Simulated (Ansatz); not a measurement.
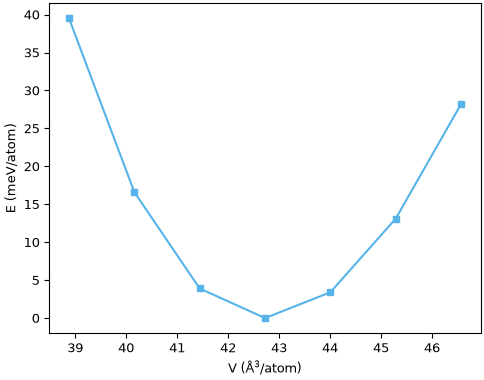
As in space group I4_132 (No. 214; As on 8a) under volume change, DFT-PBE in the program Ansatz with PAW potentials, scaled uniformly.

Task: What does a third-order Birch–Murnaghan fit give for V₀, B₀ and B′?

Result: V₀ = 42.73 Å³/atom, B₀ = 30.5 GPa, B′ = 4.4.

The start of the workflow was typed in or built on a structure type; neither database checked (COD, Materials Project) lists it. It is not the phase usual at ambient conditions (space group No. 166). The PBE relaxation kept the symmetry of its start; its stability against distortions is not shown here. The volume moved by 59 % from the start of the relaxation.

Potentials: the earlier of the program's two PAW sets.
